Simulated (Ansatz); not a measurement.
**Si2NH5F (SMILES N[Si](F)[SiH3]): UB3LYP/6-31G(d) (spherical functions)**

Aim: the energy change on altering one bond length of Si2NH5F at UB3LYP/6-31G* (spherical functions), from 2 runs. 

Program for the calculation: Ansatz 0.2.0.

65 further runs of the same task are left out: 65 set aside as unsound or not needed.

## (1) The molecule

Si2NH5F has 9 atoms, charge 0, and is taken as a doublet. SMILES: `N[Si](F)[SiH3]`. The shape is that of a PBE0-D4/def2-TZVP optimisation. This is one conformer, not always the lowest.

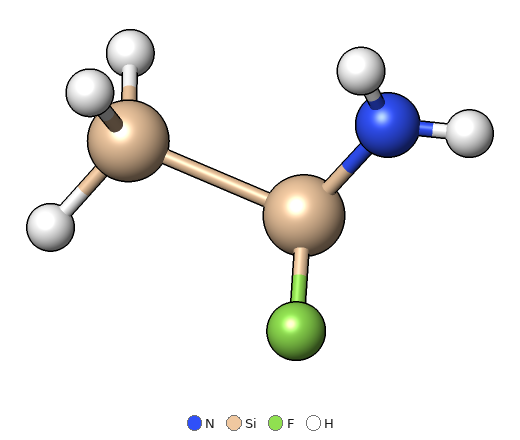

Viewed from a chosen angle; nitrogen blue, silicon light orange, fluorine green, hydrogen white.

## (2) A single-point energy at UB3LYP/6-31G(d) (spherical functions)

Contents of in.yaml:

```yaml
crystal:
  periodic: [false, false, false]
  atoms:
    - {symbol: "N", position_ang: [-0.977000, 1.372900, -0.683600]}
    - {symbol: Si, position_ang: [-0.847900, -0.322400, -0.578100]}
    - {symbol: F, position_ang: [-0.495500, -1.010700, -1.997200]}
    - {symbol: Si, position_ang: [0.823900, -0.883000, 0.969100]}
    - {symbol: H, position_ang: [-1.742300, 1.833700, -1.147400]}
    - {symbol: H, position_ang: [-0.198200, 1.993200, -0.528800]}
    - {symbol: H, position_ang: [1.132000, -2.331800, 0.856500]}
    - {symbol: H, position_ang: [2.078500, -0.103500, 0.756900]}
    - {symbol: H, position_ang: [0.315000, -0.594800, 2.335600]}
basis:
  gaussian:
    orbitals: 6-31G_st_-spherical.json
magnetization:
  spin_polarized: true
  initial_magnetization: 1
hamiltonian:
  xc: {name: B3LYP}
accuracy: high
output: {orbitals: {seedname: orbitals}}
```

The basis set 6-31G* is read from a file made from the Basis Set Exchange's data (not shown).

Run with:

```bash
$ ansatz run in.yaml --threads 1 --pin off --max-ram 3480MiB --events-out events.jsonl --progress --plain --runs-dir runs
```

The log of the run:

```text
Warning: RAYON_NUM_THREADS=1 ignored (pool sized by the plan → 1); use --threads N
Functional definition: B3LYP
  name "B3LYP"
  parameter a0 = 0.2
  parameter ax = 0.72
  parameter ac = 0.81
  exchange = (1 - a0 - ax)*slater_x + ax*b88_x + a0*exact_x
  correlation = (1 - ac)*vwn_rpa_c + ac*lyp_c
1667 factors; integrals over basis functions are off by at most 3.7e-9 eV
mean field evaluation 1: about -20037.2417 eV, gradient 4.2e1 eV
mean field evaluation 2: about -20021.9959 eV, gradient 6.8e1 eV
mean field evaluation 4: about -20043.9382 eV, gradient 4.8e0 eV
mean field evaluation 8: about -20044.1935 eV, gradient 1.1e-1 eV
mean field evaluation 16: about -20044.1936 eV, gradient 8.0e-5 eV
mean field -20044.19356450 eV, -736.6105270531 hartree, gradient 5.9e-8 eV, S^2 0.751731; 0 other end points of the search recorded, 0 dependent functions left out
reference -20044.19360737 eV, -736.6105286284 hartree; 25, 24 occupied and 49, 50 virtual orbitals, 1667 factors
Total energy: -20044.19360737 eV, -736.6105286284 hartree
```

It took 12 s on 1 thread of Arm Neoverse V2, shared host; peak memory 0.36 GiB.

## (3) The distorted shape at the same level

Contents of run.yaml:

```yaml
crystal:
  periodic: [false, false, false]
  atoms:
    - {symbol: N, position_ang: [-2.983180, 2.045627, -2.540259]}
    - {symbol: Si, position_ang: [-2.854080, 0.350327, -2.434759]}
    - {symbol: F, position_ang: [-2.501680, -0.337973, -3.853859]}
    - {symbol: Si, position_ang: [0.823900, -0.883000, 0.969100]}
    - {symbol: H, position_ang: [-3.748480, 2.506427, -3.004059]}
    - {symbol: H, position_ang: [-2.204380, 2.665927, -2.385459]}
    - {symbol: H, position_ang: [1.132000, -2.331800, 0.856500]}
    - {symbol: H, position_ang: [2.078500, -0.103500, 0.756900]}
    - {symbol: H, position_ang: [0.315000, -0.594800, 2.335600]}
basis:
  gaussian:
    orbitals: 6-31G_st_-spherical.json
magnetization:
  spin_polarized: true
  initial_magnetization: 1
hamiltonian:
  xc: {name: B3LYP}
accuracy: high
output:
  orbitals: {seedname: orbitals}
```

The basis set 6-31G* is read from a file made from the Basis Set Exchange's data (not shown).

Run with:

```bash
$ ansatz run run.yaml --threads 1 --pin off --max-ram 3480MiB --events-out events.jsonl --progress --plain --runs-dir runs
```

The log of the run, shortened:

```text
Warning: RAYON_NUM_THREADS=1 ignored (pool sized by the plan → 1); use --threads N
[... 7 set-up lines as earlier in the session ...]
1547 factors; integrals over basis functions are off by at most 5.5e-9 eV
mean field evaluation 1: about -20034.7595 eV, gradient 4.4e1 eV
mean field evaluation 2: about -20006.2990 eV, gradient 7.7e1 eV
mean field evaluation 4: about -20041.9990 eV, gradient 6.4e0 eV
mean field evaluation 8: about -20042.3171 eV, gradient 7.8e-1 eV
mean field evaluation 16: about -20042.3215 eV, gradient 3.5e-3 eV
mean field evaluation 32: about -20042.3215 eV, gradient 2.1e-8 eV
mean field -20042.32151596 eV, -736.5417305380 hartree, gradient 2.1e-8 eV, S^2 0.751592; 2 other end points of the search recorded, 0 dependent functions left out
reference -20042.32156653 eV, -736.5417323967 hartree; 25, 24 occupied and 49, 50 virtual orbitals, 1547 factors
Total energy: -20042.32156653 eV, -736.5417323967 hartree
```

Run time: 13 s. Hardware: 1 thread of Arm Neoverse V2, shared host; peak memory 0.33 GiB.

## (4) Outcome

At UB3LYP/6-31G* (spherical functions):

```
                                                           quantity          value
                                          first shape: total energy  -736.61053 Eh
                    first shape: HOMO energy (highest over α and β)       -5.33 eV
                     first shape: LUMO energy (lowest over α and β)       -2.39 eV
                                                  first shape: ⟨S²⟩          0.752
                                      distorted shape: total energy  -736.54173 Eh
                distorted shape: HOMO energy (highest over α and β)       -6.05 eV
                 distorted shape: LUMO energy (lowest over α and β)       -2.97 eV
                                              distorted shape: ⟨S²⟩          0.752
energy change with the Si2–Si4 bond stretched from 2.346 to 5.161 Å       1.872 eV
```

What this shows: With the Si2–Si4 bond stretched from 2.346 to 5.161 Å the energy rises by 1.87 eV (43 kcal/mol). The first shape isn't relaxed at this level, so the change isn't measured from a minimum.
